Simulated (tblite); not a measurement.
Run report: C2H12FNSi3, frequency calculation

System: C2H12FNSi3.
Method: GFN2-xTB harmonic vibrations, gas phase (tblite 0.8.0).

It belongs to a series of runs on one base structure; here: H on C replaced by CH2SiH3.

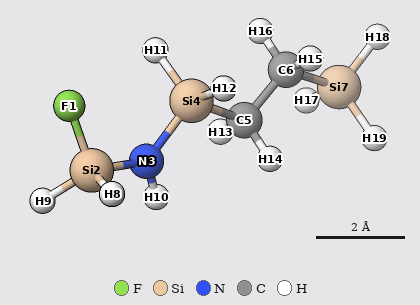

The structure as given in the input (ball-and-stick view, seen at a tilt; atoms are numbered from 1 in the order of the input).

## Input
```
{"job": {"kind": "ir", "xc": "GFN2-xTB", "basis": "xTB"}, "charge": 0, "multiplicity": 1}
F     -4.183033     0.997565     0.158472
Si    -3.827586    -0.566755     0.117973
N     -2.120535    -0.660586    -0.053602
Si    -0.929894     0.509876     0.433515
C      0.766828    -0.236244     0.025510
C      1.902146     0.716992     0.393722
Si     3.619573     0.015989    -0.019805
H     -4.318810    -1.077304     1.390470
H     -4.473544    -1.109961    -1.066064
H     -1.768015    -1.541576    -0.386815
H     -1.144718     1.751391    -0.314973
H     -1.041892     0.762035     1.876856
H      0.831371    -0.473248    -1.038332
H      0.906467    -1.179279     0.558205
H      1.841167     0.947106     1.459072
H      1.753107     1.664873    -0.126627
H      3.703776    -0.255752    -1.457506
H      4.654321     0.980491     0.357789
H      3.819468    -1.236362     0.715004
```

The first line tells a small driver script what to run in tblite; the rest is the geometry in Å.

Hardware: 1 CPU thread, shared host.

Run as:
```bash
OMP_NUM_THREADS=1 python <driver script> task.json out
```

## The program's output
```
mode    cm-1     km/mol
  1      16.6      1.92
  2      37.0      0.60
  3      60.1      1.34
  4      67.0      0.21
  5      85.6      0.12
  6     121.9      2.97
  7     130.2      0.02
  8     214.0      2.26
  9     231.4      4.26
 10     273.6     72.98
 11     303.6     12.02
 12     470.6     20.62
 13     510.8     46.34
 14     534.9     56.03
 15     541.5    178.18
 16     558.2      2.20
 17     594.5     22.75
 18     675.7     77.81
 19     700.0     78.53
 20     725.4    312.65
 21     751.1    111.38
 22     764.7      9.37
 23     767.5    387.61
 24     782.1    180.18
 25     791.2     84.00
 26     792.5    379.19
 27     795.8    336.57
 28     801.1     61.07
 29     827.1      8.93
 30     849.1    393.60
 31     989.9    288.94
 32    1069.7     54.46
 33    1074.3      0.74
 34    1191.9    425.59
 35    1199.0     18.53
 36    1270.0      0.06
 37    1317.1      0.69
 38    1486.3      2.01
 39    1491.4      0.58
 40    2200.9    297.65
 41    2243.4     54.74
 42    2246.4    553.14
 43    2250.6    264.69
 44    2260.7    312.19
 45    2300.2    443.64
 46    2333.5    193.71
 47    2951.6      9.35
 48    2963.7    114.04
 49    2971.6     36.15
 50    2980.1     32.74
 51    3497.0      0.20
```

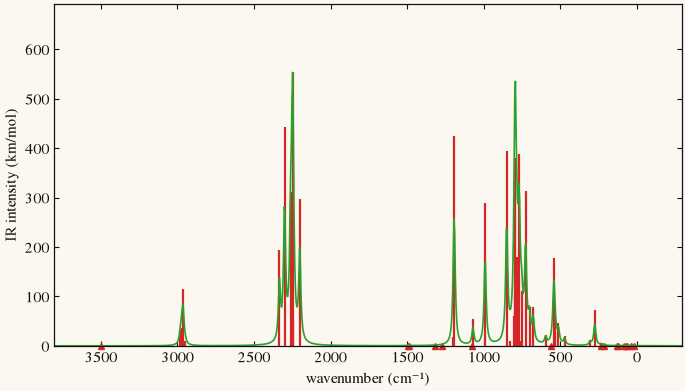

Harmonic infrared spectrum, unscaled: sticks (degenerate modes added up, dark ones marked on the axis) with a Lorentzian envelope of 16 cm⁻¹ full width, scaled to the tallest stick. 51 modes from 17 to 3497 cm⁻¹, none imaginary. The strongest line is at 2246 cm⁻¹ (553 km/mol).

## Results in brief

- outcome: converged
- total energy: −635.5068 eV
- zero-point energy: 81.5770 kcal/mol
- wall time: 1.5 s
- peak memory: 0.18 GiB
